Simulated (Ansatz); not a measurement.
## AlN2H7F2: nudged elastic band (part 2 of 2)

AlN2H7F2; UKS CAM-B3LYP-D4/6-31G (Ansatz 0.2.0). It belongs to a series of runs on one base structure; here: band between the two ends.

Geometry of the input (Å):
```
Al -1.3456  -0.4887  -0.9632
H  -0.1581  -0.0474  -1.9407
F  -1.8214  -2.1347  -1.0468
F  -2.6483  0.6186  -0.8050
H  0.3507  0.0537  0.8067
N  -0.6110  -0.3834  0.8830
H  1.6019  0.6994  -0.7866
N  1.8395  0.7859  0.1976
H  -0.5618  -1.3127  1.2988
H  -1.2367  0.2008  1.4379
H  2.6672  0.2530  0.4371
H  1.9233  1.7553  0.4811
```

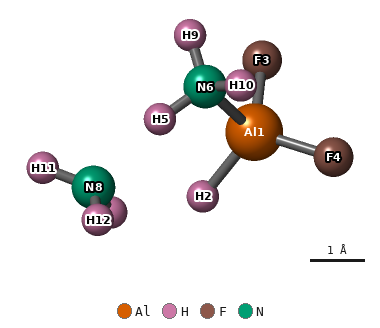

*The starting structure (ball-and-stick view, seen at a tilt; atoms are numbered from 1 in the order of the input). Sticks mark near contacts.*

What the program printed, continued:
```
NEB iter  39: max|band force component| = 1.063e-1 eV/Å  barrier→ = 1.1813 eV  barrier← = 1.4196 eV  CI = image 3  Δτ_max = 0.0251 Å  (103 SCF iters)
NEB iter  40: max|band force component| = 2.146e-1 eV/Å  barrier→ = 1.1793 eV  barrier← = 1.4176 eV  CI = image 3  Δτ_max = 0.0125 Å  (118 SCF iters)
NEB iter  41: max|band force component| = 1.026e-1 eV/Å  barrier→ = 1.1810 eV  barrier← = 1.4193 eV  CI = image 3  Δτ_max = 0.0250 Å  (113 SCF iters)
the calculation of the forces begins
reference -15124.92900491 eV, -555.8308888854 hartree; 26, 26 occupied and 37, 37 virtual orbitals, 862 factors
861 factors; integrals over basis functions are off by at most 4.7e-4 eV
354 factors; integrals over basis functions are off by at most 3.4e-7 eV
mean field evaluation 1312: about -15111.8498 eV, gradient 5.9e1 eV
mean field -15123.51856611 eV, -555.7790562155 hartree, gradient 2.6e-5 eV, S^2 0.000000; 1 other end points of the search recorded, 0 dependent functions left out
the calculation of the forces begins
reference -15123.51870008 eV, -555.7790611388 hartree; 26, 26 occupied and 37, 37 virtual orbitals, 861 factors
NEB iter  42: max|band force component| = 4.215e-2 eV/Å  barrier→ = 1.1813 eV  barrier← = 1.4196 eV  CI = image 3  Δτ_max = 0.0000 Å  (253 SCF iters)
```

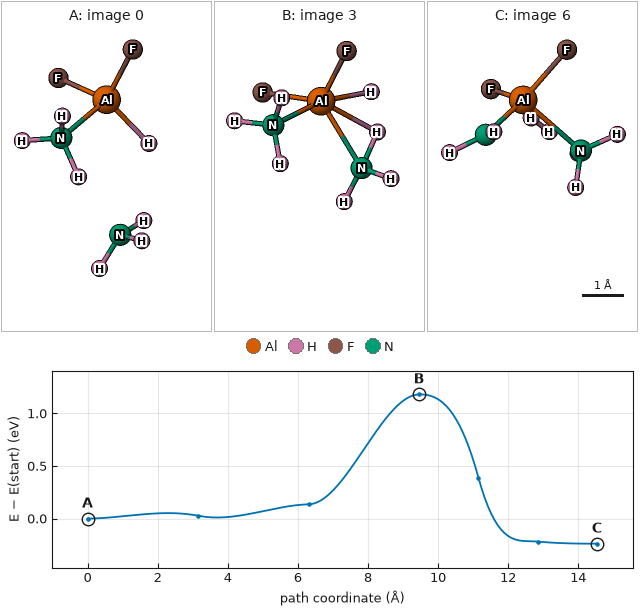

*Images of the last band (counted from 0; ball-and-stick, seen at a tilt) above the energy along the path; the line is a cubic interpolation that uses the forces.*

The highest image is number 3, 1.181 eV above the start and 1.420 eV above the end (the climbing image); the end lies 0.238 eV below the start. The path is 14.53 Å long. The band converged in 42 iterations.

```
Total energy: -15123.69580020 eV, -555.7855694481 hartree
Atom 0 at    -0.442106    -0.151762    -0.559702 Å, force    -0.013977     0.003728    -0.003557 eV/Å
Atom 1 at     0.159528     0.218641    -2.346680 Å, force    -0.011573    -0.008086    -0.001611 eV/Å
Atom 2 at    -0.625124    -1.854115    -0.744529 Å, force     0.001598    -0.008444     0.000542 eV/Å
Atom 3 at    -1.791433     0.920012    -0.567935 Å, force     0.008471     0.002071    -0.001449 eV/Å
Atom 4 at     0.023402    -0.115277     2.045370 Å, force     0.006591     0.003792     0.005809 eV/Å
Atom 5 at    -0.757661    -0.405255     1.464526 Å, force    -0.006796    -0.004016    -0.004981 eV/Å
Atom 6 at     0.961215     0.505938    -1.708200 Å, force     0.014513     0.005172     0.018346 eV/Å
Atom 7 at     1.350700     0.587840    -0.450508 Å, force     0.002213     0.011990    -0.009010 eV/Å
Atom 8 at    -0.948784    -1.399885     1.572766 Å, force     0.000770    -0.001774    -0.003531 eV/Å
Atom 9 at    -1.589794     0.149054     1.659426 Å, force     0.000261     0.000928     0.001573 eV/Å
Atom 10 at     2.151787     0.001615    -0.227613 Å, force    -0.001439    -0.003119    -0.002807 eV/Å
Atom 11 at     1.508071     1.542992    -0.137023 Å, force    -0.000632    -0.002242     0.000677 eV/Å
Dipole moment:     0.669652     0.197386     1.367428 e Å
this run last wrote the band of iteration 42 to [file]
```

The last band as extended XYZ (Å, eV, eV/Å):
```
12
Properties=species:S:1:pos:R:3:forces:R:3 image=0 energy=-15124.87698
Al   -1.3456   -0.4887   -0.9632   -0.0108  -0.0041  -0.0033
H    -0.1581   -0.0474   -1.9407    0.0016   0.0003  -0.0012
F    -1.8214   -2.1347   -1.0468    0.0067   0.0054   0.0037
F    -2.6483    0.6186   -0.8050    0.0056  -0.0007  -0.0029
H     0.3507    0.0537    0.8067    0.0095   0.0101  -0.0069
N    -0.6110   -0.3834    0.8830   -0.0159  -0.0070   0.0162
H     1.6019    0.6994   -0.7866   -0.0083  -0.0063  -0.0220
N     1.8395    0.7859    0.1976    0.0120   0.0152   0.0187
H    -0.5618   -1.3127    1.2988   -0.0059  -0.0007  -0.0068
H    -1.2367    0.2008    1.4379    0.0078  -0.0040   0.0017
H     2.6672    0.2530    0.4371    0.0038  -0.0114   0.0008
H     1.9233    1.7553    0.4811   -0.0061   0.0031   0.0023
12
Properties=species:S:1:pos:R:3:forces:R:3 image=1 energy=-15124.85006
Al   -1.4751   -0.5108   -0.9540    0.0411   0.0143   0.0093
H    -1.1360    0.7162   -1.9155    0.0036   0.0119  -0.0112
F    -0.5532   -1.9441   -1.1715    0.0333   0.0191  -0.0001
F    -3.1277   -0.8038   -0.6032    0.0372   0.0056  -0.0017
H     0.3161    0.1710    0.6666   -0.0466   0.0372   0.0524
N    -0.7223    0.0039    0.8117   -0.0044  -0.0032   0.0189
H     1.8927    1.3223   -0.4166    0.0157  -0.0105  -0.0177
N     1.9776    0.5319    0.2132   -0.0091  -0.0099  -0.0319
H    -0.8662   -0.7623    1.4696    0.0181   0.0075   0.0168
H    -1.1537    0.8482    1.1861   -0.0311  -0.0304  -0.0021
H     2.2593   -0.3067   -0.2835   -0.0270  -0.0233  -0.0064
H     2.5882    0.7341    0.9969   -0.0309  -0.0183  -0.0264
12
Properties=species:S:1:pos:R:3:forces:R:3 image=2 energy=-15124.74085
Al   -0.6559   -0.0567   -0.7462   -0.0231  -0.0334  -0.0142
H    -0.6068    1.2386   -1.6966    0.0123   0.0086   0.0224
F    -0.0866   -1.6484   -1.1969    0.0018   0.0160  -0.0040
F    -2.3833   -0.3583   -0.4709    0.0102  -0.0026   0.0057
H    -0.3584    0.8881    1.7866   -0.0083   0.0040   0.0019
N    -0.7468    0.0719    1.3248   -0.0037   0.0291   0.0013
H     1.7964    0.5584   -1.3851    0.0079   0.0041   0.0014
N     1.5217    0.1605   -0.4905    0.0057   0.0005  -0.0073
H    -0.3966   -0.7873    1.7434    0.0222   0.0110   0.0114
H    -1.7709    0.0682    1.3183   -0.0105  -0.0202  -0.0156
H     1.7583   -0.8286   -0.4583   -0.0184  -0.0109  -0.0036
H     1.9286    0.6934    0.2713    0.0038  -0.0061   0.0006
12
Properties=species:S:1:pos:R:3:forces:R:3 image=3 energy=-15123.69567
Al   -0.4421   -0.1518   -0.5597   -0.0140   0.0037  -0.0036
H     0.1595    0.2186   -2.3467   -0.0116  -0.0081  -0.0016
F    -0.6251   -1.8541   -0.7445    0.0016  -0.0084   0.0005
F    -1.7914    0.9200   -0.5679    0.0085   0.0021  -0.0014
H     0.0234   -0.1153    2.0454    0.0066   0.0038   0.0058
N    -0.7577   -0.4053    1.4645   -0.0068  -0.0040  -0.0050
H     0.9612    0.5059   -1.7082    0.0145   0.0052   0.0183
N     1.3507    0.5878   -0.4505    0.0022   0.0120  -0.0090
H    -0.9488   -1.3999    1.5728    0.0008  -0.0018  -0.0035
H    -1.5898    0.1491    1.6594    0.0003   0.0009   0.0016
H     2.1518    0.0016   -0.2276   -0.0014  -0.0031  -0.0028
H     1.5081    1.5430   -0.1370   -0.0006  -0.0022   0.0007
12
Properties=species:S:1:pos:R:3:forces:R:3 image=4 energy=-15124.48625
Al   -0.6477   -0.2864   -0.2887   -0.2319  -0.1164   0.3307
H     0.3951    0.2844   -2.5367    0.1631   0.0855  -0.1767
F    -0.4385   -1.7984   -1.0415    0.1022   0.0844  -0.3293
F    -1.6717    0.9075   -0.9404    0.1331   0.0358  -0.3337
H     0.7168    0.2765    1.2498    0.7682   0.3777  -0.8240
N    -0.9774   -0.4965    1.4934   -0.1917  -0.0758   0.0519
H     0.9416    0.5052   -2.0792   -0.0470  -0.0084  -0.3799
N     1.1192    0.4938    0.2594   -0.2336  -0.1243   0.6770
H    -1.0016   -1.4356    1.8664   -0.0429  -0.0297   0.3018
H    -1.6888    0.0888    1.9103   -0.0387  -0.0384   0.3094
H     1.9673   -0.0250    0.0262   -0.1914  -0.0877   0.1863
H     1.2854    1.4855    0.0809   -0.1892  -0.1028   0.1864
12
Properties=species:S:1:pos:R:3:forces:R:3 image=5 energy=-15125.09526
Al   -0.8013   -0.1888   -0.0165   -0.0042   0.0030   0.0069
H     1.0023   -0.1908   -2.5043    0.0114  -0.0102  -0.0001
F    -0.2556   -1.3926   -1.1146    0.0027   0.0105  -0.0021
F    -1.5680    1.1622   -0.7330    0.0016   0.0073   0.0079
H     1.1457    0.6108    1.3346    0.0123   0.0073   0.0014
N    -1.3873   -0.7346    1.5850   -0.0085  -0.0059   0.0036
H     1.4537    0.3418   -2.7713    0.0102  -0.0039  -0.0180
N     1.0075    0.6312    0.3258   -0.0020   0.0029   0.0004
H    -1.2994   -1.6833    1.9193   -0.0056  -0.0065   0.0021
H    -2.0354   -0.2075    2.1523   -0.0062  -0.0074   0.0083
H     1.7078    0.0646   -0.1504   -0.0065   0.0011  -0.0069
H     1.0298    1.5868   -0.0269   -0.0053   0.0018  -0.0035
12
Properties=species:S:1:pos:R:3:forces:R:3 image=6 energy=-15125.11529
Al   -0.9387   -0.0096   -0.0004    0.0001   0.0020  -0.0017
H     1.3681   -0.6270   -2.3199    0.0046   0.0010  -0.0016
F    -0.5443   -0.9829   -1.3607   -0.0005   0.0032   0.0022
F    -1.7445    1.4578   -0.3675    0.0018  -0.0040   0.0009
H     1.2502    0.5304    1.1545   -0.0051   0.0020  -0.0074
N    -1.3697   -0.8583    1.5145   -0.0005   0.0003   0.0007
H     2.0626   -0.4051   -2.4949   -0.0050  -0.0019   0.0021
N     0.8778    0.8271    0.2543    0.0043   0.0000   0.0038
H    -1.2721   -1.8548    1.6448    0.0001   0.0000  -0.0013
H    -1.9283   -0.4485    2.2492    0.0010  -0.0011   0.0000
H     1.4892    0.5324   -0.5069   -0.0019  -0.0001   0.0037
H     0.7495    1.8382    0.2329    0.0011  -0.0014  -0.0014
```

Summary:

```csv
quantity,value
outcome,converged
"barrier, forward",1.181 eV
"barrier, backward",1.420 eV
wall time,18 min (CPU time 34 min)
peak memory,0.25 GiB
```

Remarks:

The order of the saddle point was not checked.
